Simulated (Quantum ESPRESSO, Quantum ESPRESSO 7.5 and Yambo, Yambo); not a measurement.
# Quasiparticle gap of ZrSe3 (P2_1/m) in Yambo

Aim: the G0W0 gap of ZrSe3 (P2_1/m) on PBEsol, step by step.

Method: PBEsol and many-body steps on it, plane waves, in Quantum ESPRESSO 7.5 and Yambo 5.3.0.

### Step 1. Starting point

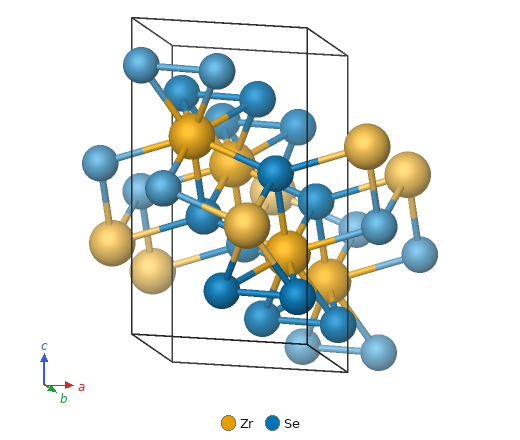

The cell as given, from a free direction (zirconium orange, selenium blue). 1×2×1 cells are drawn. Some periodic images of atoms are drawn too.

Coordinates:

```cif
data_structure
_symmetry_space_group_name_H-M 'P2_1/m'
_symmetry_Int_Tables_number 11
_cell_length_a 5.4109
_cell_length_b 3.7488
_cell_length_c 9.4440
_cell_angle_alpha 90.000
_cell_angle_beta 97.480
_cell_angle_gamma 90.000
_cell_volume 189.94
loop_
_atom_site_label
_atom_site_type_symbol
_atom_site_symmetry_multiplicity
_atom_site_Wyckoff_symbol
_atom_site_fract_x
_atom_site_fract_y
_atom_site_fract_z
_atom_site_occupancy
Zr1 Zr 2 e 0.28500 0.25000 0.65600 1
Se1 Se 2 e 0.76200 0.25000 0.55400 1
Se2 Se 2 e 0.45600 0.25000 0.17400 1
Se3 Se 2 e 0.88800 0.25000 0.16900 1
```

The cell and positions come from the Crystallography Open Database and are kept as given unless a step says otherwise.

### Step 2. Ground state

This step: Quantum ESPRESSO 7.5; DFT, PBEsol, plane waves, norm-conserving pseudopotentials.

The ground-state density comes first.

Contents of pw.in:

```
&control
  calculation = 'scf'
  prefix = 'x'
  outdir = 'o'
  pseudo_dir = 'pseudo'
/
&system
  ibrav = 0
  nat = 8
  ntyp = 2
  ecutwfc = 104.0
  nbnd = 92
  force_symmorphic = .true.
/
&electrons
  conv_thr = 1e-10
  electron_maxstep = 80
  mixing_beta = 0.5
/
ATOMIC_SPECIES
  Zr 91.224 Zr.upf
  Se 78.971 Se.upf
CELL_PARAMETERS angstrom
  5.4109000000 -0.0000000000 -0.0000000000
  -0.0000000000 3.7488000000 0.0000000000
  -1.2294209091 0.0000000000 9.3636349901
ATOMIC_POSITIONS crystal
  Zr 0.2850000000 0.2500000000 0.6560000000
  Zr 0.7150000000 0.7500000000 0.3440000000
  Se 0.7620000000 0.2500000000 0.5540000000
  Se 0.2380000000 0.7500000000 0.4460000000
  Se 0.4560000000 0.2500000000 0.1740000000
  Se 0.5440000000 0.7500000000 0.8260000000
  Se 0.8880000000 0.2500000000 0.1690000000
  Se 0.1120000000 0.7500000000 0.8310000000
K_POINTS automatic
  4 6 2 0 0 0
```

Launch:

```sh
$ OMP_NUM_THREADS=1 mpirun -n 16 pw.x -nk 8 -in pw.in > pw.out
```

Log:

```text
Program PWSCF v.7.5 starts

     This program is part of the open-source Quantum ESPRESSO suite
     for quantum simulation of materials; please cite
         "P. Giannozzi et al., J. Phys.:Condens. Matter 21 395502 (2009);
         "P. Giannozzi et al., J. Phys.:Condens. Matter 29 465901 (2017);
         "P. Giannozzi et al., J. Chem. Phys. 152 154105 (2020);
     in publications or presentations arising from this work. More details at
     Message from routine setup:
     using ibrav=0 with symmetry is DISCOURAGED, use correct ibrav instead

     bravais-lattice index     =            0
     lattice parameter (alat)  =      10.2251  a.u.
     unit-cell volume          =    1281.7486 (a.u.)^3
     number of atoms/cell      =            8
     number of atomic types    =            2
     number of electrons       =       168.00
     number of Kohn-Sham states=           92
     kinetic-energy cutoff     =     104.0000  Ry
     charge density cutoff     =     416.0000  Ry
     scf convergence threshold =      1.0E-10
     mixing beta               =       0.5000
     number of iterations used =            8  plain     mixing
     Exchange-correlation= PBESOL
                           (   1   4  10   8   0   0   0)

     celldm(1)=  10.225119  celldm(2)=   0.000000  celldm(3)=   0.000000
     celldm(4)=   0.000000  celldm(5)=   0.000000  celldm(6)=   0.000000

     crystal axes: (cart. coord. in units of alat)
               a(1) = (   1.000000  -0.000000  -0.000000 )
               a(2) = (  -0.000000   0.692824   0.000000 )
               a(3) = (  -0.227212   0.000000   1.730513 )

     reciprocal axes: (cart. coord. in units 2 pi/alat)
               b(1) = (  1.000000  0.000000  0.131297 )
               b(2) = (  0.000000  1.443369  0.000000 )
               b(3) = (  0.000000  0.000000  0.577863 )
     Pseudo is Norm-conserving + core correction, Zval = 12.0
     Generated using ONCVPSP code by D. R. Hamann
     Using radial grid of 1604 points,  6 beta functions with:
     Pseudo is Norm-conserving + core correction, Zval = 24.0
     Generated using ONCVPSP code by D. R. Hamann
     Using radial grid of 1198 points,  6 beta functions with:
     Zr               12.00    91.22400     Zr( 1.00)
     Se               24.00    78.97100     Se( 1.00)

      2 Sym. Ops., with inversion, found

   Cartesian axes

     site n.     atom                  positions (alat units)
         1        Zr     tau(   1) = (   0.1359490   0.1732059   1.1352168  )
         2        Zr     tau(   2) = (   0.6368391   0.5196178   0.5952966  )
         3        Se     tau(   3) = (   0.6361246   0.1732059   0.9587044  )
         4        Se     tau(   4) = (   0.1366635   0.5196178   0.7718090  )
         5        Se     tau(   5) = (   0.4164651   0.1732059   0.3011093  )
         6        Se     tau(   6) = (   0.3563230   0.5196178   1.4294041  )
         7        Se     tau(   7) = (   0.8496012   0.1732059   0.2924568  )
         8        Se     tau(   8) = (  -0.0768131   0.5196178   1.4380566  )

     number of k points=    28
                       cart. coord. in units 2pi/alat
        k(    1) = (   0.0000000   0.0000000   0.0000000), wk =   0.0416667
        k(    2) = (   0.0000000   0.0000000  -0.2889316), wk =   0.0416667
        k(    3) = (   0.0000000   0.2405614   0.0000000), wk =   0.0833333
        k(    4) = (   0.0000000   0.2405614  -0.2889316), wk =   0.0833333
        k(    5) = (   0.0000000   0.4811228   0.0000000), wk =   0.0833333
        k(    6) = (   0.0000000   0.4811228  -0.2889316), wk =   0.0833333
        k(    7) = (   0.0000000  -0.7216843   0.0000000), wk =   0.0416667
        k(    8) = (   0.0000000  -0.7216843  -0.2889316), wk =   0.0416667
        k(    9) = (   0.2500000   0.0000000   0.0328243), wk =   0.0833333
        k(   10) = (   0.2500000   0.0000000  -0.2561072), wk =   0.0833333
     [... 16 further rows ...]
        k(   27) = (  -0.2500000   0.4811228  -0.0328243), wk =   0.0833333
        k(   28) = (  -0.2500000   0.4811228   0.2561072), wk =   0.0833333

     Dense  grid:   183623 G-vectors     FFT dimensions: (  72,  45, 120)

     Initial potential from superposition of free atoms

     starting charge     167.9953, renormalised to     168.0000
     Starting wfcs are   98 randomized atomic wfcs

     per-process dynamical memory:   148.6 Mb

     Self-consistent Calculation

     iteration #  1     ecut=   104.00 Ry     beta= 0.50

     Threshold (ethr) on eigenvalues was too large:
     Diagonalizing with lowered threshold

     total energy              =   -4260.05171152 Ry
     estimated scf accuracy    <       0.27085602 Ry

     iteration #  2     ecut=   104.00 Ry     beta= 0.50

     total energy              =   -4260.04166651 Ry
     estimated scf accuracy    <       0.47662687 Ry

     iteration #  3     ecut=   104.00 Ry     beta= 0.50

     total energy              =   -4260.12559864 Ry
     estimated scf accuracy    <       0.05139890 Ry

     iteration #  4     ecut=   104.00 Ry     beta= 0.50

     total energy              =   -4260.13216192 Ry
     estimated scf accuracy    <       0.00527032 Ry

     iteration #  5     ecut=   104.00 Ry     beta= 0.50

     total energy              =   -4260.13293064 Ry
     estimated scf accuracy    <       0.00031979 Ry

     iteration #  6     ecut=   104.00 Ry     beta= 0.50

     total energy              =   -4260.13297149 Ry
     estimated scf accuracy    <       0.00003070 Ry

     iteration #  7     ecut=   104.00 Ry     beta= 0.50

     total energy              =   -4260.13297606 Ry
     estimated scf accuracy    <       0.00000197 Ry

     iteration #  8     ecut=   104.00 Ry     beta= 0.50

     total energy              =   -4260.13297637 Ry
     estimated scf accuracy    <       0.00000029 Ry

     iteration #  9     ecut=   104.00 Ry     beta= 0.50

     total energy              =   -4260.13297643 Ry
     estimated scf accuracy    <       0.00000004 Ry

     iteration # 10     ecut=   104.00 Ry     beta= 0.50

     total energy              =   -4260.13297643 Ry
     estimated scf accuracy    <          6.4E-09 Ry

     iteration # 11     ecut=   104.00 Ry     beta= 0.50

     total energy              =   -4260.13297644 Ry
     estimated scf accuracy    <          1.3E-09 Ry

     iteration # 12     ecut=   104.00 Ry     beta= 0.50

     End of self-consistent calculation

          k = 0.0000 0.0000 0.0000 ( 22959 PWs)   bands (ev):

  -197.1565-197.1565-197.1420-197.1420-196.3596-196.3596-136.9919-136.9919
  -136.9784-136.9784-136.7591-136.7591-136.7526-136.7526-136.7431-136.7431
  -136.7368-136.7368-136.0461-136.0461-136.0392-136.0392-136.0249-136.0249
   -38.4723 -38.4717 -37.4172 -37.4172 -37.3246 -37.3246 -37.3118 -37.3118
   -37.3064 -37.3063 -37.2790 -37.2790 -37.2707 -37.2707 -37.0860 -37.0858
   -37.0826 -37.0826 -37.0679 -37.0678 -37.0649 -37.0648 -36.4466 -36.4451
   -36.4433 -36.4431 -36.4295 -36.4287 -36.4282 -36.4265 -36.4198 -36.4194
   -16.6357 -16.6070 -16.5265 -16.5199 -16.4585 -16.4404  -4.4153  -4.0883
    -2.4080  -1.3773  -0.5626  -0.5406   4.5168   4.8776   5.8356   5.9862
     6.1655   7.3504   7.5153   7.9998   8.5120   9.4022   9.6622   9.8077
     9.8205   9.9269  10.3966  10.5071  11.1681  11.5509  13.1795  13.3778
    13.5624  13.6668  14.0145  14.0699

          k = 0.0000 0.0000-0.2889 ( 23008 PWs)   bands (ev):

  -197.1565-197.1565-197.1420-197.1420-196.3596-196.3596-136.9919-136.9919
  -136.9784-136.9784-136.7591-136.7591-136.7526-136.7526-136.7431-136.7431
  -136.7368-136.7368-136.0461-136.0461-136.0392-136.0392-136.0249-136.0249
   -38.4723 -38.4717 -37.4172 -37.4172 -37.3246 -37.3246 -37.3118 -37.3118
   -37.3064 -37.3063 -37.2790 -37.2790 -37.2707 -37.2707 -37.0860 -37.0858
[...]
13.5825  13.6817  13.8921  14.0385

          k = 0.0000 0.2406 0.0000 ( 22977 PWs)   bands (ev):

  -197.1565-197.1565-197.1420-197.1420-196.3596-196.3596-136.9919-136.9919
  -136.9784-136.9784-136.7591-136.7591-136.7526-136.7526-136.7431-136.7431
  -136.7368-136.7368-136.0461-136.0461-136.0392-136.0392-136.0249-136.0249
[...]
-36.4433 -36.4432 -36.4293 -36.4285 -36.4280 -36.4266 -36.4196 -36.4193
   -16.6244 -16.6028 -16.5646 -16.5627 -16.4527 -16.4370  -4.2927  -4.0262
    -2.3316  -1.3674  -0.5069  -0.4878   4.6677   4.8369   5.9580   6.1228
     6.2041   7.0365   7.3921   7.8580   7.9148   9.1147   9.3508   9.4040
     9.4906   9.6469   9.6471   9.9554  11.8204  12.1506  13.3036  13.4275
    13.4714  13.6249  13.8086  13.8945

          k = 0.0000 0.2406-0.2889 ( 22960 PWs)   bands (ev):

     [... further k-points ...]

     highest occupied, lowest unoccupied level (ev):    10.5071   10.8283

!    total energy              =   -4260.13297644 Ry
     estimated scf accuracy    <          4.9E-11 Ry

     The total energy is the sum of the following terms:
     one-electron contribution =   -3765.49584728 Ry
     hartree contribution      =    1746.79978505 Ry
     xc contribution           =    -382.63172126 Ry
     ewald contribution        =   -1858.80519295 Ry

     convergence has been achieved in  12 iterations

     XML data file, charge density, pseudopotentials, collected wavefunctions

=------------------------------------------------------------------------------=
   JOB DONE.
=------------------------------------------------------------------------------=
```

It took 2.2 min on 16 MPI ranks of Arm Neoverse V1, shared host; peak memory 4.2 GiB.

This step gave:

```
total energy               : -57962.0619 eV
gap                        : 0.3212 eV
k of the valence top       : 0, 0, 0
k of the conduction bottom : -0.5, 0.1667, 0
least direct gap           : 0.6027 eV
```

The gap is indirect, with the least direct gap 0.28 eV higher.

[end of part 1 of 3]

[Paths, hosts, dates, memory and timing lines, banners, echoed tables and standing remarks are left out of the program output.]

[Logs are printed without paths, hosts, clocks, repeated set-up lines and the standing remarks that a program may print on its own settings, such as how far it seeks lower states.]

[Runs of the session that timed out or met a known fault of the program may be left out.]

[Hosts, paths, dates, database ids (printed as entryN), source tags and the programs' standing remarks are cut or masked in the printed files.]
